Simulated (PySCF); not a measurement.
# C₅H₆AlFO₂: what the fields show

```yaml
atoms:
  - { symbol: C, position_ang: [2.6316, -0.8203, 0.0679] }
  - { symbol: C, position_ang: [1.8837, 0.2622, -0.1307] }
  - { symbol: C, position_ang: [0.4233, 0.2211, -0.0654] }
  - { symbol: O, position_ang: [-0.1652, -0.8895, 0.1896] }
  - { symbol: Al, position_ang: [-1.8783, -1.3928, 0.3637] }
  - { symbol: O, position_ang: [-2.4067, 0.3423, 0.0212] }
  - { symbol: C, position_ang: [-1.6894, 1.3294, -0.2134] }
  - { symbol: F, position_ang: [-2.3522, 2.4828, -0.4277] }
  - { symbol: C, position_ang: [-0.3081, 1.3926, -0.2814] }
  - { symbol: H, position_ang: [2.1722, -1.7711, 0.2856] }
  - { symbol: H, position_ang: [3.7060, -0.7894, 0.0199] }
  - { symbol: H, position_ang: [2.3253, 1.2232, -0.3498] }
  - { symbol: H, position_ang: [-2.3143, -2.2377, -0.8461] }
  - { symbol: H, position_ang: [-2.2062, -1.6745, 1.8406] }
  - { symbol: H, position_ang: [0.1739, 2.3296, -0.4959] }
```

Geometry: GFN2-xTB.

The calculation used PySCF, PBE0/pcSseg-1, SCF density, gas phase, non-relativistic.

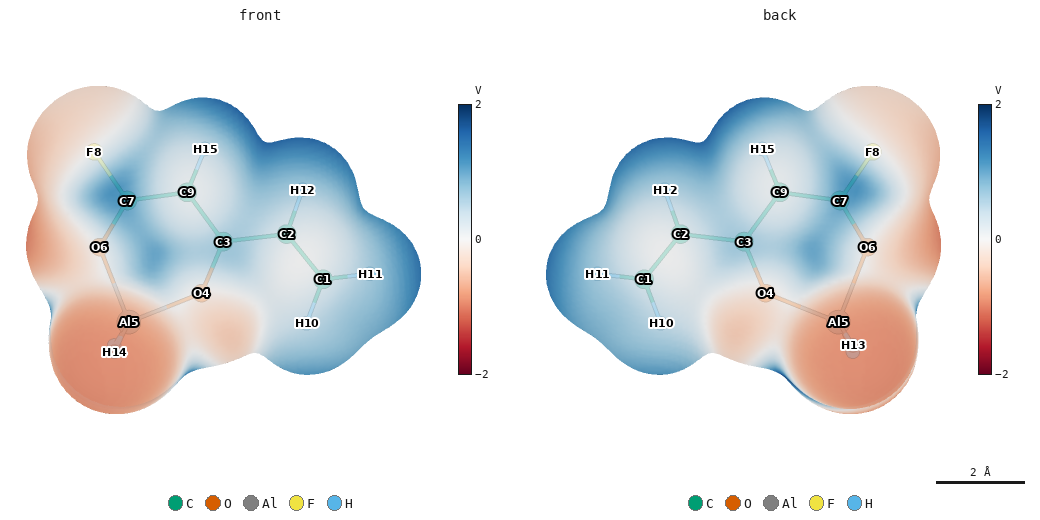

Figure 1. The molecular electrostatic potential painted on the density surface at 0.002 e/bohr³, seen from the front and from behind; the colour scale runs from red (negative) to blue (positive).

### Which sites attract a positive test charge, and which a negative one?

A positive charge is drawn to the negative regions and a negative charge to the positive ones. The most negative region (about −0.9 V) lies over O6, H13 and H14, the most positive (about +1.6 V) over Al5, H12 and H15.

### How polar is the molecule by this calculation?

Its dipole moment is 4.57 D.

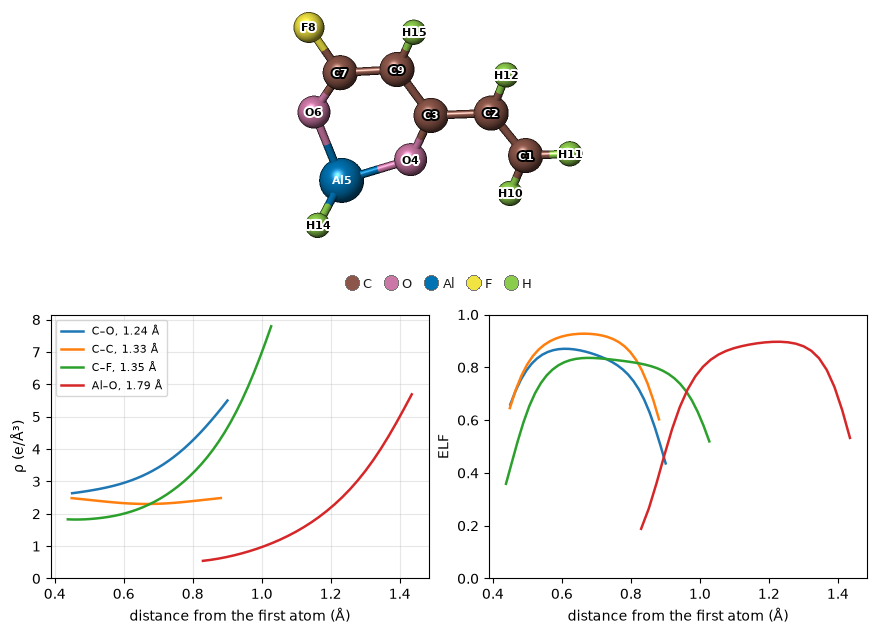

Figure 2. Electron density and ELF along straight lines between neighbouring atoms. The curves leave out the atomic cores. The structure is drawn too.

### What can be read from the curves?

C–O (1.24 Å): ρ is about 3 e/Å³ halfway; the ELF peaks at about 0.85 between the atoms; a short, strongly polar bond.
C–C (1.33 Å): ρ at the midpoint is about 2.3 e/Å³; the ELF peaks at about 0.95 between the atoms: a multiple bond.
C–F (1.35 Å): ρ at the midpoint is about 2.3 e/Å³, with its minimum of 1.8 e/Å³ about 0.5 Å from C; the ELF peaks at about 0.85 between the atoms: a shared but strongly polarised pair.
Al–O (1.79 Å): ρ is about 0.66 e/Å³ halfway; the ELF peaks at about 0.90 in the valence shell of O, 0.6 Å from its nucleus, and is about 0.45 at the midpoint.
